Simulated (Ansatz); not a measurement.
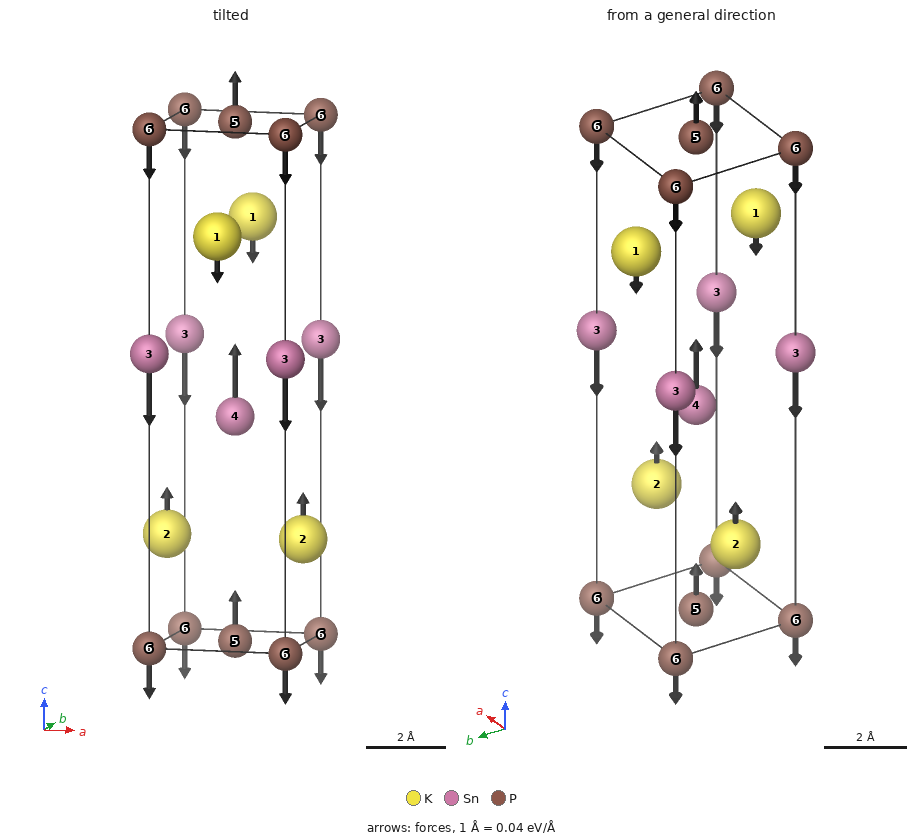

The structure above is drawn in spheres-only style and viewed slightly off an axis and from a general direction. The parallelepiped is the simulation cell. The arrows are the computed forces on the atoms.

System: KSnP. Results below were computed with DFT, r2SCAN+rVV10, plane waves, PAW in Ansatz 0.2.0; the settings were E_cut = 500 eV, an 8×8×2 grid in reciprocal space, Fermi-Dirac smearing of 0.03 eV, no spin polarisation.

> Are the atoms in equilibrium?

No. The atoms still feel forces of up to about 0.056 eV/Å, above a usual threshold of 0.01 to 0.03 eV/Å.

> Identify the atom with the maximum force.

Sn3 and Sn4, about 0.056 eV/Å.

> What is the mean force per element?

Mean magnitudes: about K 0.025 eV/Å, Sn 0.056 eV/Å, P 0.036 eV/Å.

Provenance: a structure type filled with these elements by a generator (whether the compound takes this form wasn't checked). Earlier steps of the study may have refined or changed the cell and positions. It was the input of a calculation with Ansatz.
